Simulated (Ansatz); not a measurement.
CH6FNOSi

```yaml
atoms:
  - { symbol: N, position_ang: [-0.1308, -1.3601, 1.5561] }
  - { symbol: C, position_ang: [0.3005, -0.7207, 0.3833] }
  - { symbol: F, position_ang: [-0.1592, -1.3946, -0.8061] }
  - { symbol: O, position_ang: [-0.1961, 0.5590, 0.3459] }
  - { symbol: Si, position_ang: [-0.0683, 1.5785, -0.9763] }
  - { symbol: H, position_ang: [-1.1402, -1.2944, 1.6494] }
  - { symbol: H, position_ang: [0.1549, -2.3333, 1.5734] }
  - { symbol: H, position_ang: [1.3883, -0.7584, 0.2933] }
  - { symbol: H, position_ang: [-1.0712, 1.2609, -2.0146] }
  - { symbol: H, position_ang: [-0.3091, 2.9314, -0.4360] }
  - { symbol: H, position_ang: [1.2966, 1.4748, -1.5478] }
```

Computed with Ansatz 0.2.0, RKS B3LYP-D4/def2-mTZVP.

**Predict the electron density and electron localisation function between the atoms.**

C–O (1.37 Å): the density is about 2.2 e/Å³ at the midpoint, with its minimum of 1.9 e/Å³ about 0.5 Å from C; the ELF peaks at about 0.90 between the atoms, as expected for a polar covalent bond.
C–N (1.40 Å): ρ is about 2.2 e/Å³ halfway; the ELF peaks at about 0.95 between the atoms; localised, covalent bonding.
Si–O (1.67 Å): ρ at the midpoint is about 1.1 e/Å³; the ELF peaks at about 0.90 between the atoms; a polar covalent bond.
N–H (1.01 Å): ρ is about 2.9 e/Å³ halfway; the ELF climbs to about 1 towards the hydrogen, as it does in any bond to H; an ordinary covalent bond to hydrogen.

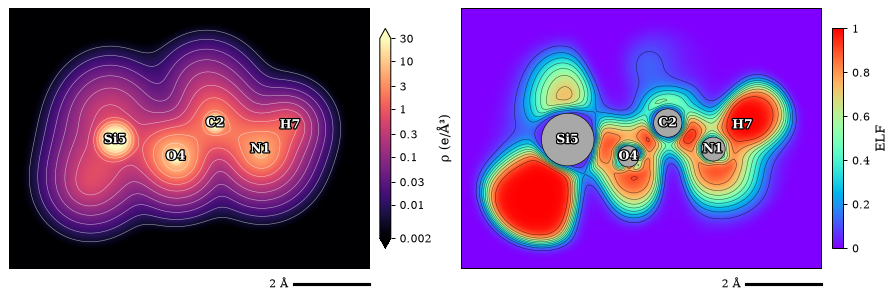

Computed electron density and electron localisation function on the plane of atoms C2, O4 and Si5, in this order. Grey discs cover the atomic cores in the ELF map. 
